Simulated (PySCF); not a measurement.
```xyz
15

F     1.6245   -0.8443    1.0325
C     2.0994    0.1437    0.2657
F     2.0578    1.2533    1.0183
F     3.3838   -0.1176    0.0344
S     1.2147    0.3204   -1.3033
C    -0.5336    0.1514   -0.7840
Si   -1.0145    1.4447    0.5460
Si   -0.9976   -1.6851   -0.4624
H    -1.0290    0.4502   -1.7110
H    -2.4734    1.5161    0.4932
H    -0.5669    0.9733    1.8527
H    -0.4003    2.7219    0.1949
H    -0.8027   -1.9996    0.9483
H    -2.4095   -1.8058   -0.8254
H    -0.1573   -2.5146   -1.3220
```

Geometry: GFN2-xTB.

Theory: PBE0/pcSseg-1, SCF density, gas phase, non-relativistic in PySCF 2.14.0.

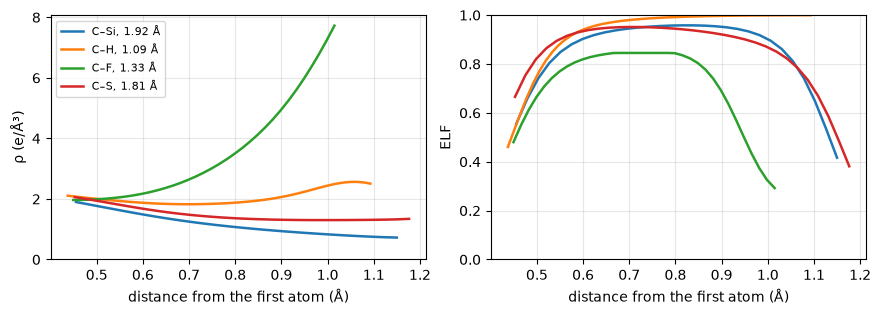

C$_{2}$H$_{7}$F$_{3}$SSi$_{2}$ (SMILES FC(F)(F)SC([SiH3])[SiH3]). Electron density and ELF along straight lines between neighbouring atoms. The curves leave out the atomic cores.

### What can be read from the curves?

C–Si (1.92 Å): the density is about 0.87 e/Å³ at the midpoint; the ELF peaks at about 0.95 between the atoms, as expected for a covalent bond.
C–H (1.09 Å): ρ at the midpoint is about 1.9 e/Å³; the ELF climbs to about 1 towards the hydrogen, as it does in any bond to H: a covalent bond by its length.
C–F (1.33 Å): the density is about 2.4 e/Å³ at the midpoint; the ELF peaks at about 0.85 between the atoms: a polar covalent bond.
C–S (1.81 Å): ρ is about 1.3 e/Å³ halfway; the ELF peaks at about 0.95 between the atoms (a shared electron pair).
